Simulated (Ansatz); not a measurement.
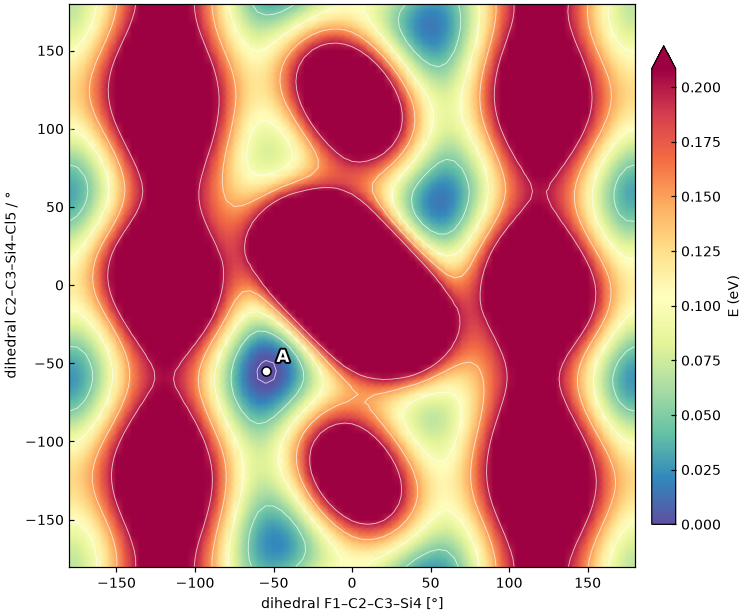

C2H6ClFSi, SMILES FCC[SiH2]Cl. First axis: dihedral F1–C2–C3–Si4. Second axis: dihedral C2–C3–Si4–Cl5. Nothing is relaxed (all other coordinates rigid). The grid has 18 × 18 points. Points are written as (first, second). All energies are given in eV relative to the lowest grid point. The calculation used Ansatz 0.2.0, RHF/def2-SVP.

In the figure: a smooth colour map with a few white contour lines, one colour for all values above the top of the scale, the point A. Between grid points the surface is interpolated.

Question: What is the easiest way out of the well at A, and how high is the barrier?

Answer: The easiest path leads from the well at about (−55°, −55°) to the well at about (−50°, −165°), about 0.025 eV higher (on a rigid scan; wells that are mirror images or exchange like atoms can differ by this much). Its highest point lies about 0.085 eV above the bottom of the first well on the interpolated surface, at about (−60°, −115°). Seen from the upper well the barrier is about 0.06 eV. The start is the relaxed structure and all else is held, so a fully relaxed path at this level can only be lower.

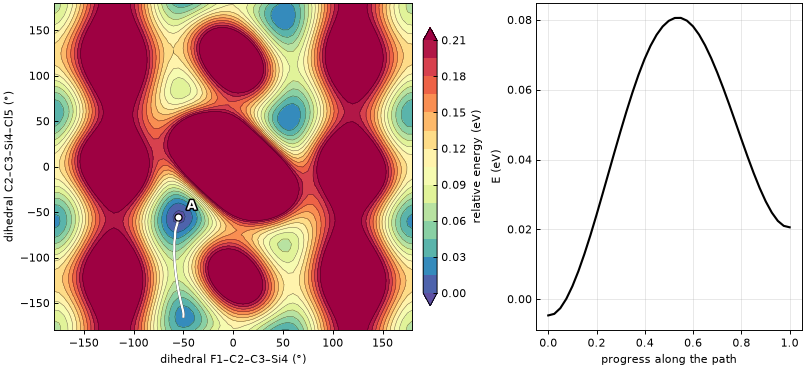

In the figure: filled contours, a line along the lowest path, one colour for all values above the top of the scale, the energy along the path at the right. Between grid points the surface is interpolated.
